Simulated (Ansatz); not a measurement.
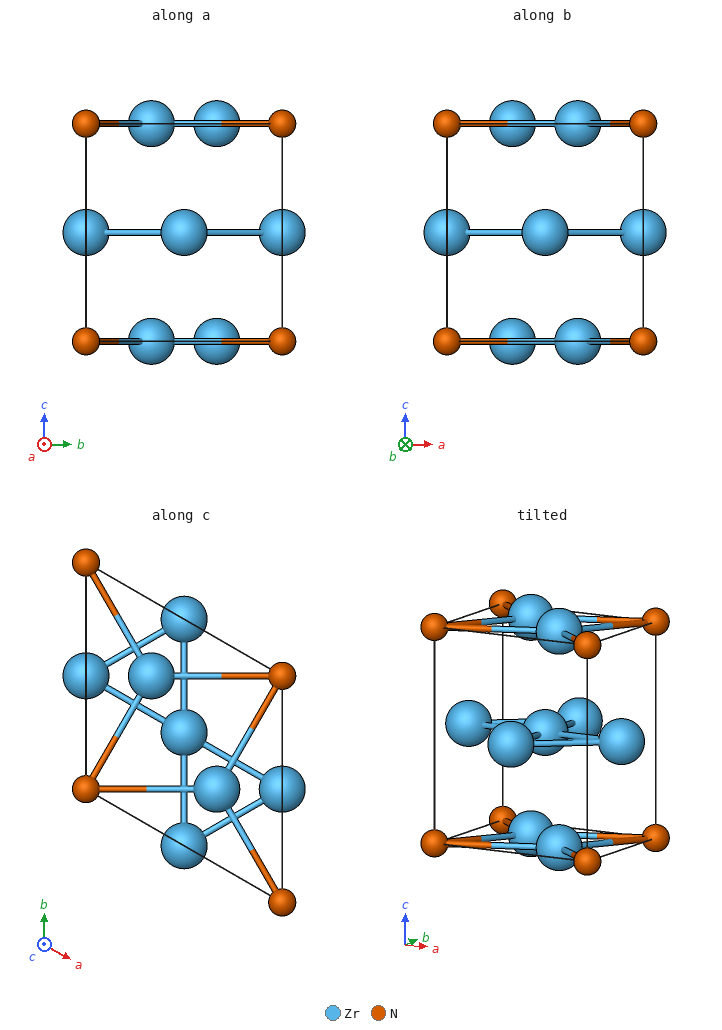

View along the a axis, along the b axis, along the c axis and slightly off an axis, drawn as a ball-and-stick model. Thin lines show the conventional unit cell, with boundary atoms drawn in all their periodic places.

Lattice parameters: a = 5.537 Å, b = 5.537 Å, c = 5.320 Å, α = 90.00°, β = 90.00°, γ = 120.00°. Put a along x and b in the xy plane.

Q: Reconstruct the structure as a POSCAR file.

A:
```
Zr N
1.0
     5.537    0.000    0.000
    -2.768    4.795    0.000
     0.000    0.000    5.320
Zr N
5 1
Direct
  0.0000 0.5000 0.5000
  0.3333 0.6667 0.0000
  0.6667 0.3333 0.0000
  0.5000 0.0000 0.5000
  0.5000 0.5000 0.5000
  0.0000 0.0000 0.0000
```

It goes back to a structure type filled with these elements by a generator (whether the compound takes this form wasn't checked). The structure drawn was relaxed with Ansatz, DFT PBE, scalar-relativistic, plane waves, PAW.
